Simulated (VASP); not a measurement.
## Selenium: cell size against the level of theory

Which functional gives the lattice of Selenium as experiment finds it, and is a dearer one worth its cost? The levels: PBE, LDA, r2SCAN and PBE + D3(BJ). LASPH is on for some levels and off for others; the table marks which. The start is a cell from a database of measured crystal structures.

Method: PBE; plane waves and PAW (Se), in the first sound run; inputs show where later runs differ, in VASP 6.6.1.

## 1. The starting structure

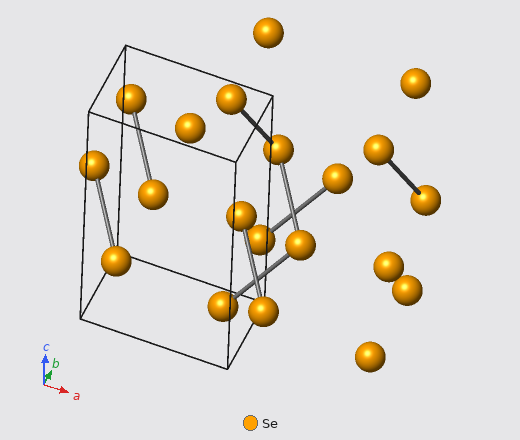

The cell as given, slightly off an axis (selenium orange). 2×2×1 cells are drawn. Bonds to atoms that aren't drawn are left out. Some periodic images of atoms are drawn too.

## 2. Relaxation with PBE

The start need not lie at this functional's minimum. ISIF = 3 frees volume, shape and positions, and EDIFFG sets the threshold on forces and stress at which the search stops. PBE, the usual starting point, adds the gradient of the density.

INCAR reads:

```
SYSTEM = Se
PREC = Accurate
ENCUT = 520
EDIFF = 1E-06
NELM = 100
ISMEAR = -1
SIGMA = 0.05
LREAL = .FALSE.
ALGO = Normal
GGA = PE
NBANDS = 15
LORBIT = 11
LWAVE = .FALSE.
LCHARG = .FALSE.
KPAR = 2
IBRION = 2
NSW = 60
ISIF = 3
EDIFFG = -0.01
```

POSCAR reads:

```
Se
1.0
    4.3680000000      0.0000000000      0.0000000000
   -2.1840000000      3.7827989637      0.0000000000
    0.0000000000      0.0000000000      4.9580000000
Se
3
Direct
    0.2254000000      0.0000000000      0.3333333333
    0.0000000000      0.2254000000      0.6666666667
    0.7746000000      0.7746000000      0.0000000000
```

KPOINTS reads:

```
Automatic mesh
0
Gamma
6 6 5
0 0 0
```

The projector-augmented-wave data sets are Se (PBE family, release 64).

The run is started by

```sh
$ mpirun -np 2 vasp_std
```

Log:

```text
[banner, memory and clock lines left out]
running    2 mpi-ranks, on    1 nodes
 distrk:  each k-point on    1 cores,    2 groups
 distr:  one band on    1 cores,    1 groups

 POSCAR found type information on POSCAR Se
 POSCAR found :  1 types and       3 ions
 LDA part: xc-table for (Slater+PW92), standard interpolation
 POSCAR, INCAR and KPOINTS ok, starting setup
 FFT: planning ... GRIDC
 FFT: planning ... GRID_SOFT
 FFT: planning ... GRID
 WAVECAR not read
 entering main loop
       N       E                     dE             d eps       ncg     rms          rms(c)
DAV:   1     0.844877222709E+02    0.84488E+02   -0.72659E+03   810   0.999E+02
DAV:   2    -0.503940077451E+01   -0.89527E+02   -0.84945E+02  1077   0.162E+02
DAV:   3    -0.105104919536E+02   -0.54711E+01   -0.54477E+01   957   0.461E+01
DAV:   4    -0.105510917803E+02   -0.40600E-01   -0.40587E-01  1055   0.478E+00
DAV:   5    -0.105513966980E+02   -0.30492E-03   -0.30491E-03   992   0.406E-01    0.701E+00
DAV:   6    -0.104808198862E+02    0.70577E-01   -0.40719E-02   985   0.131E+00    0.431E+00
DAV:   7    -0.104575451488E+02    0.23275E-01   -0.79438E-02   985   0.180E+00    0.209E-01
DAV:   8    -0.104568757374E+02    0.66941E-03   -0.92764E-03   936   0.616E-01    0.112E-01
DAV:   9    -0.104570021883E+02   -0.12645E-03   -0.33234E-04  1139   0.120E-01    0.333E-02
DAV:  10    -0.104570437821E+02   -0.41594E-04   -0.52239E-05   936   0.503E-02    0.751E-03
DAV:  11    -0.104570473760E+02   -0.35939E-05   -0.80974E-06  1146   0.177E-02    0.396E-03
DAV:  12    -0.104570472023E+02    0.17370E-06   -0.16331E-06   720   0.862E-03
   1 F= -.10457047E+02 E0= -.10457047E+02  d E =-.104570E+02
 curvature:   0.00 expect dE= 0.000E+00 dE for cont linesearch  0.000E+00
 trial: gam= 0.00000 g(F)=  0.252E-01 g(S)=  0.107E+00 ort = 0.000E+00 (trialstep = 0.100E+01)
 search vector abs. value=  0.132E+00
 bond charge predicted
       N       E                     dE             d eps       ncg     rms          rms(c)
DAV:   1    -0.106508292890E+02   -0.19378E+00   -0.61824E+00   810   0.136E+01    0.233E+00
DAV:   2    -0.105151631286E+02    0.13567E+00   -0.25213E-01  1027   0.302E+00    0.129E+00
DAV:   3    -0.104614325896E+02    0.53731E-01   -0.15862E-01   859   0.201E+00    0.286E-01
DAV:   4    -0.104615555078E+02   -0.12292E-03   -0.22364E-03  1090   0.299E-01    0.172E-01
DAV:   5    -0.104616081723E+02   -0.52665E-04   -0.32796E-04   950   0.120E-01    0.370E-02
DAV:   6    -0.104616200080E+02   -0.11836E-04   -0.27736E-05  1090   0.345E-02    0.149E-02
DAV:   7    -0.104616224494E+02   -0.24414E-05   -0.25976E-06  1005   0.106E-02    0.577E-03
DAV:   8    -0.104616237468E+02   -0.12974E-05   -0.16468E-06   865   0.776E-03    0.165E-03
DAV:   9    -0.104616237420E+02    0.48441E-08   -0.10388E-07   538   0.215E-03
   2 F= -.10461624E+02 E0= -.10461623E+02  d E =-.457654E-02
[... from here on, the cycles between the ionic steps are left out ...]
   3 F= -.10489554E+02 E0= -.10489554E+02  d E =-.325072E-01
   4 F= -.10489549E+02 E0= -.10489549E+02  d E =-.325018E-01
   5 F= -.10490723E+02 E0= -.10490723E+02  d E =-.117447E-02
   6 F= -.10492105E+02 E0= -.10492105E+02  d E =-.255614E-02
   7 F= -.10492545E+02 E0= -.10492545E+02  d E =-.439827E-03
   8 F= -.10493344E+02 E0= -.10493343E+02  d E =-.123840E-02
   9 F= -.10492901E+02 E0= -.10492901E+02  d E =-.795884E-03
  10 F= -.10493495E+02 E0= -.10493495E+02  d E =-.139014E-02
  11 F= -.10493625E+02 E0= -.10493625E+02  d E =-.130207E-03
  12 F= -.10493970E+02 E0= -.10493969E+02  d E =-.474238E-03
  13 F= -.10494441E+02 E0= -.10494441E+02  d E =-.945626E-03
  14 F= -.10494463E+02 E0= -.10494463E+02  d E =-.967893E-03
 curvature:  -0.70 expect dE=-0.315E-03 dE for cont linesearch -0.244E-04
 ZBRENT: bracketing found
 ZBRENT: interpolating
 opt :   0.9221  next Energy=   -10.494614 (dE=-0.112E-02)
 bond charge predicted
       N       E                     dE             d eps       ncg     rms          rms(c)
DAV:   1    -0.104962452393E+02   -0.17826E-02   -0.14033E-01   810   0.199E+00    0.252E-01
DAV:   2    -0.104951241808E+02    0.11211E-02   -0.58972E-03  1034   0.468E-01    0.108E-01
DAV:   3    -0.104946355993E+02    0.48858E-03   -0.10133E-03   894   0.168E-01    0.458E-02
DAV:   4    -0.104946093472E+02    0.26252E-04   -0.14460E-04  1062   0.673E-02    0.206E-02
DAV:   5    -0.104946109003E+02   -0.15530E-05   -0.54412E-06   950   0.156E-02    0.728E-03
DAV:   6    -0.104946111470E+02   -0.24675E-06   -0.83532E-07   748   0.590E-03
  15 F= -.10494611E+02 E0= -.10494611E+02  d E =-.111587E-02
 curvature:  -4.30 expect dE=-0.293E-04 dE for cont linesearch -0.674E-07
 trial: gam= 0.02732 g(F)=  0.364E-05 g(S)=  0.318E-05 ort = 0.185E-04 (trialstep = 0.230E+00)
 search vector abs. value=  0.242E-04
 reached required accuracy - stopping structural energy minimisation
```

The job ended after 2 min (2 MPI ranks of AMD EPYC 7R43, shared host; peak memory 0.35 GiB; 4 min of CPU time).

Lines that name or quote the potential files are left out of all logs, and their timing lines are given in words.

From OUTCAR (step 2):

```text
ion  position               nearest neighbor table
   1  0.225  0.000  0.333-   3 2.37   2 2.37
   2  0.000  0.225  0.667-   3 2.37   1 2.37
   3  0.775  0.775  0.000-   2 2.37   1 2.37

  LATTYP: Found a hexagonal cell.
 ALAT       =     4.3680000000
 C/A-ratio  =     1.1350732601

 Subroutine GETGRP returns: Found  6 space group operations
 (whereof  2 operations were pure point group operations)

The static configuration has the point symmetry C_2 .
 The point group associated with its full space group is D_3 .

 Found     27 irreducible k-points:

   k-points           NKPTS =     27   k-points in BZ     NKDIM =     27   number of bands    NBANDS=     15

   dimension x,y,z NGX =    32 NGY =   32 NGZ =   40
   dimension x,y,z NGXF=    64 NGYF=   64 NGZF=   80

   ENCUT  =  520.0 eV  38.22 Ry    6.18 a.u.   8.12  8.12  9.22*2*pi/ulx,y,z

   NELECT =      18.0000    total number of electrons

 k-points in reciprocal lattice and weights: Automatic mesh
   0.00000000  0.00000000  0.00000000       0.006
   0.16666667 -0.00000000  0.00000000       0.033
   0.33333333  0.00000000  0.00000000       0.033
   0.50000000 -0.00000000  0.00000000       0.017
   0.16666667  0.16666667  0.00000000       0.033
   0.33333333  0.16666667  0.00000000       0.067
   0.33333333  0.33333333  0.00000000       0.011
   0.00000000  0.00000000  0.20000000       0.011
   0.16666667 -0.00000000  0.20000000       0.033
[...]
-0.16666667  0.50000000  0.40000000       0.067
   0.33333333  0.33333333  0.40000000       0.022

 average (electrostatic) potential at core
       1 -56.8206       2 -56.8206       3 -56.8206

 E-fermi :   2.4774

 k-point     1 :       0.0000    0.0000    0.0000
  band No.  band energies     occupation
    ...
      5      -1.8586      2.00000
      6      -1.5647      2.00000
      7       0.0238      2.00000
      8       0.0238      2.00000
      9       1.5553      2.00000
     10       3.7604      0.00000
     11       3.7604      0.00000
     12       4.1367      0.00000
     13       7.7609      0.00000
     14       8.5058      0.00000
    ...

 k-point     2 :       0.1667   -0.0000    0.0000
  band No.  band energies     occupation
    ...
      5      -2.0905      2.00000
      6      -1.4401      2.00000
      7       0.0125      2.00000
      8       0.2888      2.00000
      9       1.3762      2.00000
     10       3.7202      0.00000
     11       3.7805      0.00000
     12       4.3810      0.00000
     13       7.9183      0.00000
     14       8.3570      0.00000
    ...

 k-point     3 :       0.3333    0.0000    0.0000
  band No.  band energies     occupation
    ...
      5      -2.4037      2.00000
      6      -1.3911      2.00000
      7      -0.2596      2.00000
      8       0.2200      2.00000
      9       1.0909      2.00000
     10       3.8276      0.00000
     11       4.0902      0.00000
     12       5.0977      0.00000
     13       7.7794      0.00000
     14       8.5255      0.00000
    ...

  Total        0.0093736      0.0093736     -0.0047177      0.0000000      0.0000000      0.0000000
  in kB        0.1686057      0.1686057     -0.0848585      0.0000000      0.0000000      0.0000000
  external PRESSURE =       0.0841176 kB  Pullay stress =       0.0000000 kB

  energy-cutoff  :      520.00
  volume of cell :       89.07
      direct lattice vectors                 reciprocal lattice vectors
     4.512109546  0.000000000  0.000000000     0.221625825  0.127955730  0.000000000
    -2.256054773  3.907601491  0.000000000    -0.000000000  0.255911459 -0.000000000
    -0.000000000 -0.000000000  5.051876147    -0.000000000 -0.000000000  0.197946262

 POSITION                                       TOTAL-FORCE (eV/Angst)
 -----------------------------------------------------------------------------------
      0.99026      0.00000      1.68396         0.005014      0.000000      0.000000
      4.01698      0.85759      3.36792        -0.002507      0.004342      0.000000
      1.76093      3.05001      0.00000        -0.002507     -0.004342     -0.000000
 -----------------------------------------------------------------------------------
    total drift:                                0.000000      0.000000      0.000000

  FREE ENERGIE OF THE ION-ELECTRON SYSTEM (eV)
  ---------------------------------------------------
  free  energy   TOTEN  =       -10.4946111470 eV

  energy  without entropy=      -10.4946109855  energy(sigma->0) =      -10.49461107

 reached required accuracy - stopping structural energy minimisation

 total charge
# of ion       s       p       d       tot
------------------------------------------
    1        1.510   2.166   0.051   3.727
    2        1.510   2.166   0.051   3.727
    3        1.510   2.166   0.051   3.727
--------------------------------------------------
tot          4.531   6.497   0.153  11.180

[... 3 further parts left out ...]
```

CONTCAR:

```
Se
   1.00000000000000
     4.5121095459740310    0.0000000000000001    0.0000000000000000
    -2.2560547729870155    3.9076014914382915    0.0000000000000000
    -0.0000000000000000   -0.0000000000000000    5.0518761471451024
  Se
     3
Direct
     0.2194670885219361    0.0000000000000000    0.3333333332999970
     0.9999999999999997    0.2194670885219351    0.6666666667000030
     0.7805329114780645    0.7805329114780649    0.0000000000000000
```

The gap is read on the k-mesh alone, so it is an upper bound where the band edges lie off the mesh. The bonds form chains, held to each other by dispersion, which PBE lacks, so the spacing between them is unreliable. After so large a change of volume the plane waves of the start cell no longer fit, so the final stress carries a basis-set error. The run keeps the 6 symmetry operations of its start, so it cannot find a distortion of lower symmetry.

The steps of the relaxation:

```tsv
step	energy less that of the first step (eV)	largest force (eV/Å)	pressure (GPa)	volume (Å³)
1	0.0000	0.4171	2.79	81.92
2	-0.0046	0.4962	-2.05	87.69
3	-0.0325	0.0902	0.10	84.82
4	-0.0325	0.0810	0.14	84.76
5	-0.0337	0.0621	0.13	85.02
6	-0.0351	0.0046	0.08	85.79
7	-0.0355	0.0154	0.01	86.16
8	-0.0363	0.0479	-0.18	87.29
9	-0.0359	0.1096	-0.51	89.56
10	-0.0364	0.0676	-0.31	88.07
11	-0.0366	0.0638	-0.28	88.13
12	-0.0369	0.0504	-0.23	88.32
13	-0.0374	0.0235	-0.12	88.70
14	-0.0374	0.0341	0.13	89.44
15	-0.0376	0.0050	0.01	89.07
```

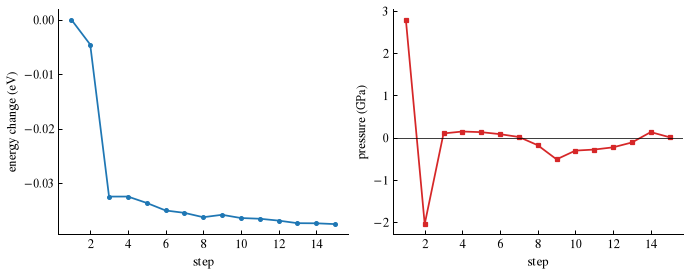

Energy and pressure along the relaxation.

```tsv
conventional cell, symmetrised	before	after	change
a (Å)	4.368	4.512	+3.3 %
b (Å)	4.368	4.512	+3.3 %
c (Å)	4.958	5.052	+1.9 %
volume (Å³/atom)	27.31	29.69	+8.7 %
```

The atoms that moved most (Å, as changes of fractional coordinates times the final cell):

```tsv
atom	dx	dy	dz	length
Se1	-0.027	0.000	0.000	0.027
Se3	0.013	0.023	0.000	0.027
Se2	0.013	-0.023	0.000	0.027
```

Final coordinates:

```xyz
3
Lattice="4.5121 0.0000 0.0000 -2.2561 3.9076 0.0000 0.0000 0.0000 5.0519" Properties=species:S:1:pos:R:3 pbc="T T T"
Se    0.9903    0.0000    1.6840
Se   -0.4951    0.8576    3.3679
Se    1.7609    3.0500    0.0000
```

This step gave:

| Property | Result |
| --- | --- |
| electrons | 18 |
| bands | 15 |
| irreducible k-points | 27 |
| symmetry operations | 6 |
| free energy (TOTEN) | -10.49 eV |
| Fermi energy | 2.477 eV |
| pressure | 0.008412 GPa |
| metallic | no |
| valence top at k | -0.1667, 0.5, 0.4 |
| conduction bottom at k | 0.3333, 0.3333, 0.4 |
| least direct gap at k | 0.3333, 0.3333, 0.4 |
| SCF cycles over all ionic steps | 96 |
| gap on the k-mesh | 1.399 eV |
| least direct gap on the k-mesh | 1.417 eV |

It ends with a largest force of 0.005 eV/Å and a pressure of 0.01 GPa. The volume lies +8.7 % from that of the database's start. The conventional cell has a = 4.512 and c = 5.052 Å.

[end of part 1 of 3]

[Lines on the potential files, build, host, timing and source positions are cut from VASP's logs without a mark.]

[Logs are printed without paths, hosts, clocks, repeated set-up lines and the standing remarks that a program may print on its own settings, such as how far it seeks lower states.]

[Hosts, paths, dates, database ids (printed as entryN), source tags and the programs' standing remarks are cut or masked in the printed files.]

[A measured line is paired with the nearest computed mode of its activity, which favours agreement.]
